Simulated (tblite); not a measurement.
# Run report: C4H8GeO4, geometry relaxation (part 1 of 4)

C4H8GeO4, computed with GFN2-xTB geometry optimisation, gas phase (tblite 0.8.0).

It belongs to a series of runs on one base structure; here: H on C replaced by OCOCH3.

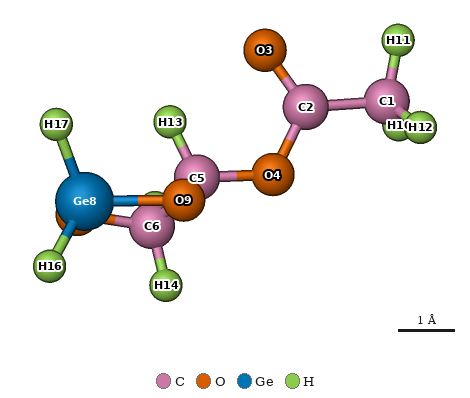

Figure 1. The structure as given in the input (ball-and-stick view, seen at a tilt; atoms are numbered from 1 in the order of the input). Sticks mark near contacts.

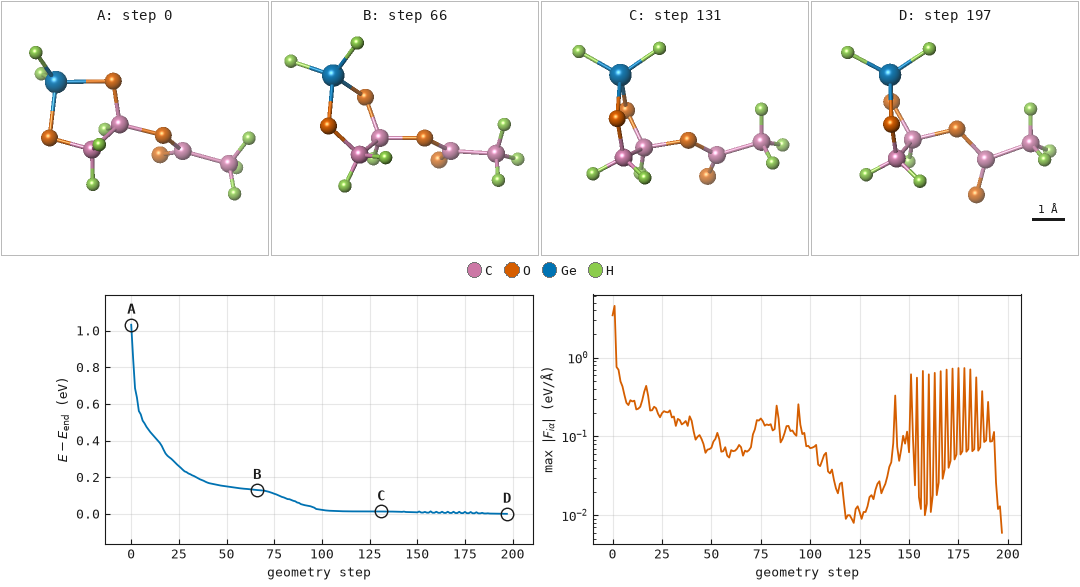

Figure 2. Frames of the relaxation (ball-and-stick view, seen at a tilt) above the curves, on which the letters mark them (steps are counted from 0).

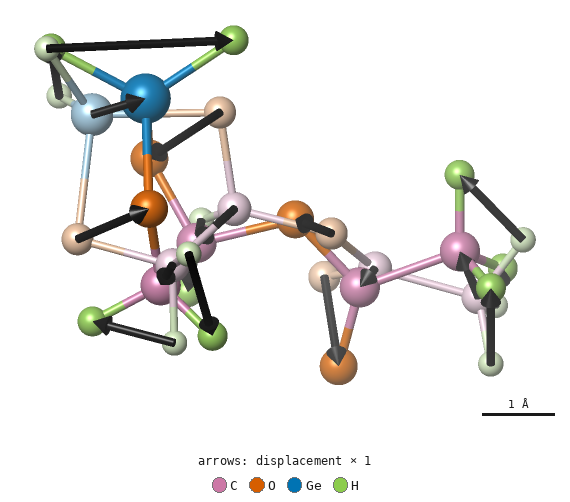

Figure 3. Start (faint) and end (solid) with the displacements as black arrows, at true length (ball-and-stick view, seen at a tilt). The two geometries are laid on each other by the best rigid fit. Over 197 geometry steps the energy falls by 1.032 eV. The largest force component goes from 3.4 to 0.006 eV/Å. The atom that moves furthest after the best rigid fit is H16 (2.67 Å). By element the largest moves are H 2.67 Å, O 1.77 Å, C 1.09 Å, Ge 0.83 Å. Among the contacts that change: C2–O3 1.259 → 1.201 Å, C2–O4 1.399 → 1.342 Å, Ge8–H16 1.546 → 1.504 Å, C5–C6 1.499 → 1.534 Å. Among the angles that change: C1–C2–O4 121.8° → 111.2°, C6–O7–Ge8 100.9° → 110.1°, C6–C5–H13 104.3° → 112.5°. (Atoms are counted from 1 in the order of the input.)

These pictures come from the run below.

**Input**
```
{"job": {"kind": "relax", "xc": "GFN2-xTB", "basis": "xTB"}, "charge": 0, "multiplicity": 1}
C      3.204500     0.678900     0.017600
C      1.758400     0.389400    -0.270300
O      1.372000     0.200800    -1.453400
O      0.807800     0.299700     0.751600
C     -0.528600     0.007800     0.440400
C     -1.059900    -1.262000     1.034600
O     -2.334500    -1.464000     0.480600
Ge    -2.918600     0.235900     0.338900
O     -1.389300     1.040000     0.802400
H      3.710200    -0.176100     0.456500
H      3.642000     0.915700    -0.985400
H      3.295900     1.562500     0.656200
H     -0.687300    -0.114700    -0.659700
H     -1.112900    -1.257700     2.136100
H     -0.482100    -2.150800     0.701600
H     -4.080000     0.533300     1.315300
H     -3.204400     0.573400    -1.123600
```

The first line tells a small driver script what to run in tblite; the rest is the geometry in Å.

Run as:
```bash
OMP_NUM_THREADS=1 python <driver script> task.json out
```

**What the program printed**
```
step      E/eV     max force
  0    -839.62753    4.313
  1    -839.81083    4.857
  2    -839.97421    0.791
  3    -840.02501    0.722
  4    -840.09825    0.500
  5    -840.11661    0.436
  6    -840.15094    0.364
  7    -840.16599    0.387
  8    -840.18465    0.303
  9    -840.19880    0.309
 10    -840.21323    0.290
 11    -840.22535    0.316
 12    -840.23733    0.245
 13    -840.24878    0.268
 14    -840.26019    0.261
 15    -840.27246    0.319
 16    -840.28867    0.384
 17    -840.31042    0.439
 18    -840.33021    0.350
 19    -840.34257    0.263
 20    -840.35123    0.234
 21    -840.35908    0.249
 22    -840.36897    0.240
 23    -840.37982    0.232
 24    -840.38995    0.211
 25    -840.39915    0.249
 26    -840.40856    0.282
 27    -840.41867    0.242
 28    -840.42786    0.261
 29    -840.43198    0.257
 30    -840.43936    0.190
 31    -840.44360    0.197
 32    -840.44957    0.179
 33    -840.45370    0.211
 34    -840.45959    0.201
 35    -840.46513    0.179
 36    -840.47086    0.156
 37    -840.47486    0.175
 38    -840.47932    0.176
 39    -840.48474    0.192
 40    -840.48924    0.185
 41    -840.49263    0.132
 42    -840.49486    0.093
 43    -840.49763    0.117
 44    -840.49954    0.131
 45    -840.50214    0.111
 46    -840.50381    0.088
 47    -840.50542    0.075
 48    -840.50696    0.089
 49    -840.50842    0.094
 50    -840.50971    0.086
 51    -840.51110    0.105
 52    -840.51277    0.111
 53    -840.51418    0.148
 54    -840.51604    0.132
 55    -840.51753    0.082
 56    -840.51950    0.084
 57    -840.52025    0.079
 58    -840.52162    0.070
 59    -840.52247    0.065
 60    -840.52321    0.068
 61    -840.52419    0.076
 62    -840.52537    0.072
 63    -840.52634    0.090
 64    -840.52760    0.093
 65    -840.52885    0.088
 66    -840.52976    0.082
 67    -840.53048    0.097
 68    -840.53114    0.092
 69    -840.53224    0.075
 70    -840.53373    0.102
 71    -840.53620    0.126
 72    -840.53891    0.132
 73    -840.54207    0.162
 74    -840.54584    0.164
 75    -840.55002    0.181
 76    -840.55327    0.192
 77    -840.55815    0.184
 78    -840.56246    0.156
 79    -840.56722    0.139
 80    -840.57008    0.156
 81    -840.57460    0.153
 82    -840.57915    0.154
 83    -840.57989    0.280
 84    -840.58420    0.201
 85    -840.58852    0.102
 86    -840.59104    0.112
 87    -840.59770    0.152
 88    -840.60014    0.153
 89    -840.60672    0.153
 90    -840.60968    0.139
 91    -840.61241    0.121
 92    -840.61450    0.120
 93    -840.61669    0.116
 94    -840.61830    0.262
 95    -840.62237    0.152
 96    -840.62600    0.114
 97    -840.63320    0.128
 98    -840.63480    0.095
 99    -840.63640    0.107
100    -840.63811    0.085
101    -840.63951    0.095
102    -840.64102    0.102
103    -840.64217    0.078
104    -840.64281    0.052
105    -840.64328    0.046
106    -840.64367    0.063
107    -840.64404    0.060
108    -840.64445    0.068
109    -840.64489    0.039
110    -840.64532    0.046
111    -840.64562    0.048
112    -840.64586    0.032
113    -840.64601    0.022
114    -840.64611    0.021
115    -840.64620    0.031
116    -840.64629    0.031
117    -840.64637    0.018
118    -840.64641    0.011
119    -840.64642    0.010
120    -840.64643    0.011
121    -840.64645    0.012
122    -840.64648    0.011
123    -840.64650    0.013
124    -840.64653    0.015
125    -840.64655    0.015
126    -840.64657    0.013
127    -840.64660    0.013
128    -840.64663    0.013
129    -840.64667    0.017
130    -840.64671    0.021
131    -840.64677    0.024
132    -840.64683    0.024
133    -840.64691    0.027
134    -840.64700    0.035
135    -840.64710    0.035
136    -840.64723    0.023
137    -840.64737    0.030
138    -840.64755    0.034
139    -840.64777    0.037
140    -840.64806    0.042
141    -840.64845    0.050
142    -840.64890    0.093
143    -840.64736    0.397
144    -840.64959    0.084
145    -840.64982    0.054
146    -840.65011    0.077
147    -840.65033    0.116
148    -840.65055    0.091
149    -840.65098    0.135
150    -840.65176    0.076
151    -840.64675    0.860
152    -840.65235    0.128
153    -840.65273    0.032
154    -840.64899    0.822
155    -840.65306    0.023
156    -840.65330    0.015
157    -840.64598    1.048
158    -840.65352    0.012
159    -840.65370    0.015
160    -840.64817    0.954
161    -840.65393    0.012
162    -840.65413    0.019
163    -840.64831    0.973
164    -840.65435    0.019
165    -840.65455    0.030
166    -840.64821    1.000
167    -840.65476    0.033
168    -840.65495    0.045
169    -840.64824    1.026
170    -840.65517    0.049
171    -840.65536    0.062
172    -840.64848    1.036
173    -840.65559    0.065
174    -840.65578    0.077
175    -840.64901    1.032
176    -840.65603    0.078
177    -840.65623    0.089
178    -840.64967    1.014
179    -840.65650    0.088
180    -840.65671    0.097
181    -840.65093    0.958
182    -840.65699    0.092
183    -840.65721    0.100
184    -840.65429    0.754
185    -840.65755    0.097
186    -840.65777    0.112
187    -840.65675    0.510
188    -840.65814    0.126
189    -840.65833    0.132
190    -840.65830    0.362
191    -840.65874    0.127
192    -840.65889    0.124
193    -840.65932    0.153
194    -840.65953    0.034
195    -840.65960    0.016
196    -840.65962    0.016
197    -840.65962    0.008
```

**Trajectory as extended XYZ (Å, eV, eV/Å), 48 of the 198 frames kept, from step=0 to step=197**
```
17
Properties=species:S:1:pos:R:3:forces:R:3 step=0 energy=-839.62753
C     3.2045    0.6789    0.0176   -0.4550   0.6110  -0.5200
C     1.7584    0.3894   -0.2703   -2.6810  -0.9340  -3.2470
O     1.3720    0.2008   -1.4534    1.2480   0.5690   3.4400
O     0.8078    0.2997    0.7516    1.4660   0.2290  -0.4170
C    -0.5286    0.0078    0.4404    0.6560   0.2810  -1.1820
C    -1.0599   -1.2620    1.0346    0.6310  -2.0640   0.2270
O    -2.3345   -1.4640    0.4806   -0.3540   1.0780   0.1950
Ge   -2.9186    0.2359    0.3389   -1.5210   0.4240  -0.1370
O    -1.3893    1.0400    0.8024   -0.4360  -0.0570   0.4500
H     3.7102   -0.1761    0.4565   -0.1040   0.0700   0.0570
H     3.6420    0.9157   -0.9854   -0.2040  -0.2930   0.8980
H     3.2959    1.5625    0.6562    0.0100  -0.3250   0.0330
H    -0.6873   -0.1147   -0.6597    0.9390  -0.1730   0.1870
H    -1.1129   -1.2577    2.1361    0.1930   0.2290  -0.2930
H    -0.4821   -2.1508    0.7016    0.1330   0.4510   0.3060
H    -4.0800    0.5333    1.3153    0.4620   0.0070  -0.2310
H    -3.2044    0.5734   -1.1236    0.0160  -0.1040   0.2330
17
Properties=species:S:1:pos:R:3:forces:R:3 step=4 energy=-840.09825
C     3.1529    0.6874    0.0150    0.1010   0.1210  -0.0270
C     1.7153    0.3775   -0.3079   -0.1750   0.0150  -0.2390
O     1.3687    0.1979   -1.4447   -0.0900  -0.0690  -0.0580
O     0.8523    0.3107    0.7363   -0.2280   0.0100   0.0850
C    -0.4970    0.0034    0.4243   -0.0120  -0.0910  -0.1120
C    -1.0388   -1.3015    1.0248    0.1170  -0.0140  -0.0170
O    -2.3529   -1.3909    0.5038    0.0480  -0.0740   0.1010
Ge   -2.9926    0.2673    0.3309    0.4990   0.0240   0.0000
O    -1.4087    1.0005    0.8198    0.0430  -0.0790  -0.0600
H     3.6800   -0.1541    0.4530   -0.2310  -0.1650   0.1550
H     3.6336    0.9006   -0.9391   -0.0110   0.0220   0.0010
H     3.2864    1.5438    0.6652   -0.2540   0.0250   0.1720
H    -0.6003   -0.1274   -0.6674    0.4470  -0.0060   0.0260
H    -1.0878   -1.2444    2.1185    0.2420   0.0240  -0.1290
H    -0.4492   -2.1669    0.7088   -0.1400   0.0410  -0.0110
H    -4.0588    0.5420    1.3112   -0.2110   0.1980   0.2710
H    -3.2101    0.5662   -1.1130   -0.1440   0.0160  -0.1580
17
Properties=species:S:1:pos:R:3:forces:R:3 step=8 energy=-840.18465
C     3.1258    0.6964    0.0184   -0.0770  -0.0420   0.0280
C     1.6915    0.3846   -0.3338    0.1120  -0.0020   0.0530
O     1.3415    0.1803   -1.4654    0.0580   0.0320   0.1090
O     0.8468    0.3198    0.7319    0.1780   0.0000  -0.0180
C    -0.4804   -0.0145    0.4094    0.0800   0.0510  -0.0340
C    -1.0195   -1.3081    1.0117   -0.0090   0.0320   0.0320
O    -2.3484   -1.3838    0.5343   -0.0200  -0.0600   0.0140
Ge   -2.9677    0.2883    0.3388   -0.2220  -0.0840   0.0340
O    -1.3920    0.9789    0.8072    0.1580   0.1690  -0.1960
H     3.6084   -0.1678    0.4782   -0.2050   0.0290   0.0140
H     3.6341    0.9042   -0.9222    0.0260   0.0660   0.1050
H     3.2254    1.5384    0.7002   -0.1790  -0.0680  -0.0400
H    -0.4877   -0.1370   -0.6814   -0.2360  -0.0400  -0.1330
H    -1.0228   -1.2338    2.0993    0.1400  -0.0120   0.1110
H    -0.4552   -2.1825    0.6993   -0.0170  -0.1170  -0.1440
H    -4.0656    0.5846    1.3429    0.2500   0.0880  -0.1290
H    -3.2411    0.5639   -1.1290   -0.0360  -0.0400   0.1950
17
Properties=species:S:1:pos:R:3:forces:R:3 step=13 energy=-840.24878
C     3.0960    0.7005    0.0323    0.0170   0.0230   0.0770
C     1.6918    0.3861   -0.3485   -0.0570   0.0050  -0.0110
O     1.3415    0.1752   -1.4750    0.0190   0.0020  -0.2250
O     0.8621    0.3138    0.7222   -0.1710  -0.0800  -0.1900
C    -0.4569   -0.0208    0.3775   -0.1440  -0.0770  -0.0850
C    -0.9930   -1.3102    1.0064   -0.0030  -0.0370  -0.0320
O    -2.3424   -1.3801    0.5788    0.0390  -0.0020   0.1570
Ge   -2.9599    0.2777    0.3512    0.1630   0.0990   0.0680
O    -1.3564    0.9971    0.7269   -0.1160  -0.0630   0.0070
H     3.5029   -0.1824    0.5123    0.1850  -0.0400   0.0860
H     3.6493    0.9280   -0.8729    0.1050   0.0080   0.0520
H     3.1230    1.5265    0.7289    0.0520   0.1060   0.1250
H    -0.4748   -0.1596   -0.7159   -0.0550  -0.0830   0.0400
H    -0.9279   -1.2352    2.0987    0.0090  -0.0590  -0.1120
H    -0.4748   -2.2077    0.6531    0.0010   0.1670   0.0170
H    -4.0043    0.6569    1.3491    0.0290   0.0940   0.1360
H    -3.2833    0.5461   -1.0855   -0.0740  -0.0620  -0.1100
17
Properties=species:S:1:pos:R:3:forces:R:3 step=17 energy=-840.31042
C     3.0610    0.7102    0.0838    0.0510  -0.0260  -0.0390
C     1.6821    0.3822   -0.4039    0.1970   0.0360  -0.0950
O     1.3686    0.1812   -1.5452    0.1430   0.0940   0.1630
O     0.8345    0.2787    0.6457    0.1860   0.1160  -0.0350
C    -0.4714   -0.0505    0.3087    0.0410   0.0560  -0.0770
C    -0.9669   -1.3138    0.9907   -0.2220   0.0160   0.0590
O    -2.3448   -1.3578    0.6988   -0.2530  -0.1650   0.0120
Ge   -2.9343    0.2957    0.3789   -0.4380  -0.0240  -0.0120
O    -1.3470    0.9950    0.6233    0.2480   0.0920   0.1390
H     3.4355   -0.1890    0.5788    0.0740   0.2190   0.0250
H     3.7018    0.9579   -0.7613   -0.0550  -0.0090   0.1220
H     3.0160    1.5330    0.7986    0.0580  -0.1910  -0.0850
H    -0.5022   -0.2293   -0.7682   -0.0190  -0.1030  -0.3080
H    -0.8010   -1.2592    2.0668    0.0400   0.0460   0.1090
H    -0.4797   -2.1986    0.5888    0.0250  -0.1150  -0.0850
H    -3.8964    0.7871    1.4035   -0.0400   0.0780   0.1630
H    -3.3626    0.4894   -1.0483   -0.0360  -0.1200  -0.0550
17
Properties=species:S:1:pos:R:3:forces:R:3 step=21 energy=-840.35908
C     3.0558    0.7129    0.1122    0.0980   0.0150   0.0070
C     1.7051    0.3841   -0.4375   -0.0170  -0.0100   0.1040
O     1.4187    0.2033   -1.5855    0.1110   0.0410  -0.0920
O     0.8301    0.2639    0.5855   -0.0620  -0.0490   0.0100
C    -0.4835   -0.0664    0.2502   -0.0120  -0.0480  -0.0290
C    -0.9782   -1.3177    0.9829    0.0580  -0.0170  -0.0760
O    -2.3767   -1.3567    0.7775    0.0760   0.0900  -0.0260
Ge   -2.9662    0.3025    0.4020    0.0860  -0.0150   0.1150
O    -1.3324    0.9939    0.5758   -0.1620  -0.1250  -0.1230
H     3.4305   -0.1648    0.6283    0.0640  -0.0810   0.0730
H     3.7369    0.9783   -0.6831    0.0870   0.0580  -0.1560
H     2.9721    1.5181    0.8324   -0.0080   0.0690   0.0510
H    -0.5393   -0.2852   -0.8319    0.1010   0.0950   0.0840
H    -0.7328   -1.2675    2.0508   -0.0750   0.0930  -0.1190
H    -0.4923   -2.1960    0.5448   -0.2380  -0.0520   0.0530
H    -3.8376    0.8800    1.4681   -0.0540   0.0330   0.0440
H    -3.4174    0.4293   -1.0331   -0.0520  -0.0970   0.0790
17
Properties=species:S:1:pos:R:3:forces:R:3 step=25 energy=-840.39915
C     3.0759    0.7183    0.1387   -0.0740   0.0290   0.0880
C     1.7365    0.3849   -0.4532    0.0290   0.0170  -0.0340
O     1.5003    0.2393   -1.6191   -0.0680  -0.0190   0.1110
O     0.8254    0.2435    0.5401    0.0290  -0.0320  -0.0390
C    -0.4884   -0.0907    0.1896   -0.0260   0.0240  -0.0330
C    -0.9845   -1.3204    0.9563   -0.0920  -0.0110   0.0010
O    -2.3927   -1.3345    0.8377    0.0070  -0.0750   0.0080
Ge   -2.9931    0.3021    0.4516    0.0050   0.1050   0.0080
O    -1.3497    0.9653    0.4958    0.0940   0.1370  -0.0620
H     3.4349   -0.1524    0.6867    0.0790   0.0260  -0.1290
H     3.7787    1.0095   -0.6431   -0.1380  -0.0900   0.1870
H     2.9299    1.5122    0.8662    0.1240   0.0910  -0.0480
H    -0.5317   -0.3090   -0.8855    0.1050   0.0010  -0.1010
H    -0.6866   -1.2416    2.0067    0.0020   0.0040  -0.0520
H    -0.5752   -2.2297    0.5153   -0.0400  -0.0780   0.0420
H    -3.8007    0.9736    1.5373    0.0810  -0.0950  -0.1440
H    -3.4860    0.3416   -0.9816   -0.1170  -0.0340   0.1970
```
